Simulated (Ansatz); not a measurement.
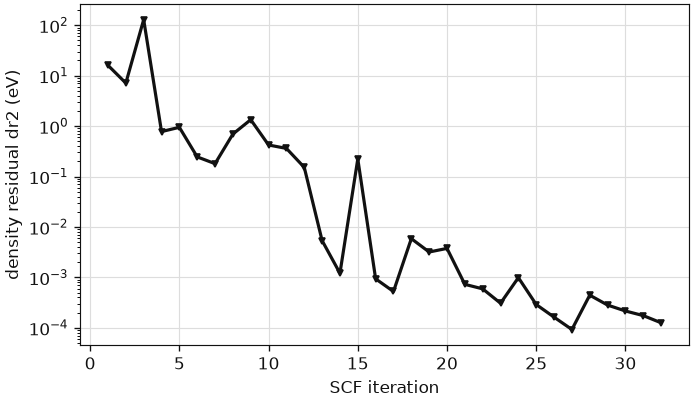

The plot shows the SCF iterations of a calculation: density residual dr2.

CeB (2 atoms in the cell), run with Ansatz.

```
crystal:
  lattice:
    - [0.0, 2.8147235963, 2.8147235963]
    - [2.8147235963, 0.0, 2.8147235963]
    - [2.8147235963, 2.8147235963, 0.0]
  atoms:
    - { symbol: Ce, position: [0.5, 0.5, 0.5], spin: 1.0, spin_axis: [0, 0, 1] }
    - { symbol: B, position: [0.0, 0.0, 0.0] }
basis:
  ecutwfc: 420
  ecutrho_ratio: 4
kpoints:
  mp_grid: { grid: [10, 10, 10] }
hamiltonian:
  xc: pbe
  hubbard: { sites: [{ species: Ce, l: f, u_eff: 5.0 }] }
  pseudopotentials: { kind: paw_fr }
scf:
  occupations: { method: tetrahedron_uncorrected }
output:
  forces: true
  stress: true
magnetization:
  noncollinear: true
  spin_orbit: true
```

Run as:
```bash
ansatz run input.yaml --threads 2 --pin off --max-ram 2662MiB --backend cpu --events-out ev --progress --plain --runs-dir out
```

> Was self-consistency reached?

It was still iterating, at step 32, when the time limit ended it. The residual first shoots up to about 130 at step 3. It then comes down slowly and unevenly, and has reached only 1.3 × 10⁻⁴ when the run stops. The program keeps the magnetisation out of the quasi-Newton mixer until iteration 8 and then restarts the mixer with it.
